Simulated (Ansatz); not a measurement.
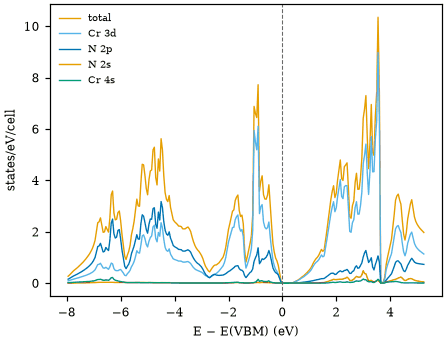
Figure: Total and projected density of states of CrN in space group R-3m (No. 166; Cr on 3a, N on 3b), r²SCAN (plane waves, PAW; program Ansatz)

Task: Which orbitals carry the states next to the gap?

Result: Top 1 eV of the valence band: Cr 3d 69 %, N 2p 27 %. Bottom 1 eV of the conduction band: Cr 3d 86 %, N 2p 13 %. Projections are on Löwdin-orthogonalised atomic valence shells; empty p or d shells of many metals are not among them.

Task: Where is the tallest occupied peak in this window, and what makes it?

Result: Near -0.9 eV, about 7.7 states/eV per cell; the largest projected share is Cr 3d.

A made-up cell: these elements were put on the sites of a structure type; the Crystallography Open Database copy checked does not list it. COD files the formula under space group No. 225, so this cell is another polymorph or a model. Whether it is the stable phase at ambient conditions was not checked. The r²SCAN relaxation kept the symmetry of its start, as lowered by the spin order; whether a distortion lowers the energy is not shown. Spin order of the final state: antiferromagnetic, chosen from 3 collinear starts compared on coarse meshes (ties went to the first, and starts can fall back to one state), not a proven ground state. Other orbital occupations within this spin state were not tried. No Hubbard U is applied.

Potentials: the later of the program's two PAW sets.
